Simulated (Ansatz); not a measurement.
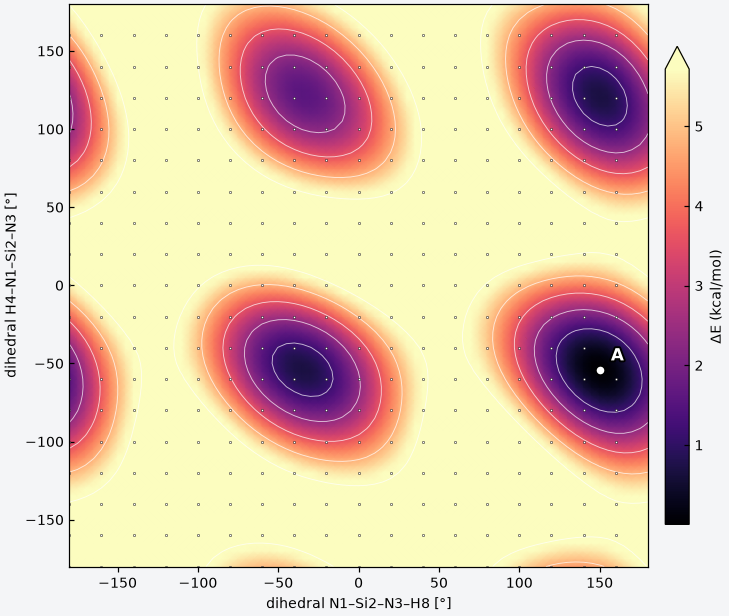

H6N2Si, SMILES N[SiH2]N. First axis: dihedral N1–Si2–N3–H8. Second axis: dihedral H4–N1–Si2–N3. Nothing is relaxed (all other coordinates rigid). The scan uses an 18 × 18 grid. Points are written as (first, second). Energies are in kcal/mol, from the relaxed molecule at the same level. Computed with RHF/def2-SVP in Ansatz.

The picture shows a smooth colour map with a few white contour lines, dots at the grid points, one colour for all values above the top of the scale, the well A. Between grid points the surface is interpolated.

> Where is the minimum, and how stiff is the well along each coordinate? Take the well at A.

The interpolated minimum is at dihedral N1–Si2–N3–H8 ≈ 150°, dihedral H4–N1–Si2–N3 ≈ −54°. The curvatures there are about 0.54 eV/rad² and 0.54 eV/rad², with a cross term of about 0.15 eV/rad². Round the minimum the valley is somewhat tilted: raising dihedral N1–Si2–N3–H8 shifts the best value of dihedral H4–N1–Si2–N3 downwards (coupling k₁₂/√(k₁₁k₂₂) about 0.3). (1 eV is 23.1 kcal/mol.)
